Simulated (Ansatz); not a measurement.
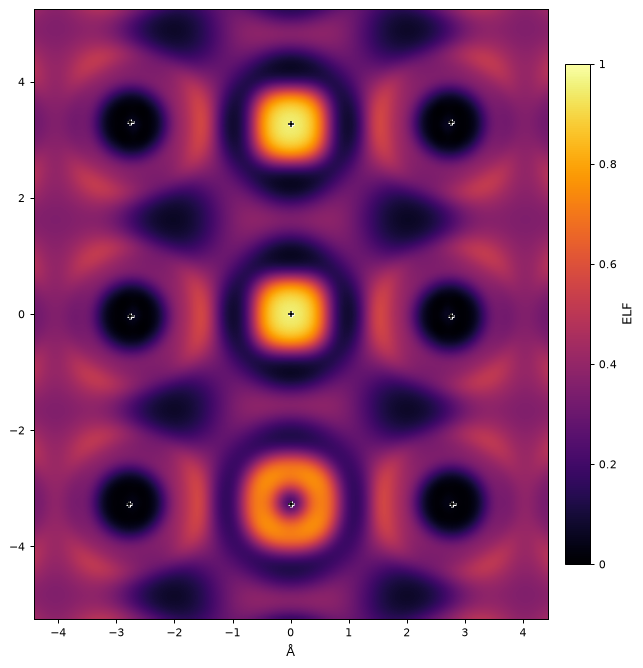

The electron localisation function on a plane through atoms (crosses mark nuclei in the plane).

Theory: DFT r2SCAN, scalar-relativistic, plane waves, PAW (Ansatz 0.2.0).

Candidates:
A. Cd₂Hg₃O₅, a = 3.43 Å, b = 3.43 Å, c = 42.31 Å, α = 90.00°, β = 90.00°, γ = 120.00°. Space group R-3m; a structure generated by program, which may or may not match a known phase; computed pressure about −5 GPa in this cell.
B. Cr₂Ge₆Mo, a = 3.27 Å, b = 8.14 Å, c = 9.80 Å, α = 90.00°, β = 90.00°, γ = 90.00°. Space group Immm; a structure generated by program, which may or may not match a known phase; computed pressure about −4 GPa in this cell; computed without spin polarisation.

Q: Which system is this?

A: Candidate B: Cr₂Ge₆Mo on the (100) plane of the conventional cell, which holds Cr, Ge and Mo.
